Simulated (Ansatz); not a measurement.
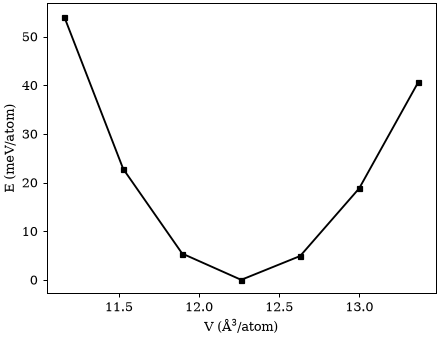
*ZrB2 (MoSi2 or CaC2 type, I4/mmm) under volume change, the program Ansatz at the PBEsol level (PAW), shape and atoms relaxed at each volume.*

### Question
What does a third-order Birch–Murnaghan fit give for V₀, B₀ and B′?

### Answer
V₀ = 12.26 Å³/atom, B₀ = 150 GPa, B′ = 3.7.

The cell is a constructed one: a structure type filled with these elements; neither database checked (COD, Materials Project) lists it. It is not the phase usual at ambient conditions (space group No. 191). Symmetry was held in the PBEsol relaxation; whether a distortion lowers the energy is not shown. The run is not spin-polarised.

Potentials: the later of the program's two PAW sets.
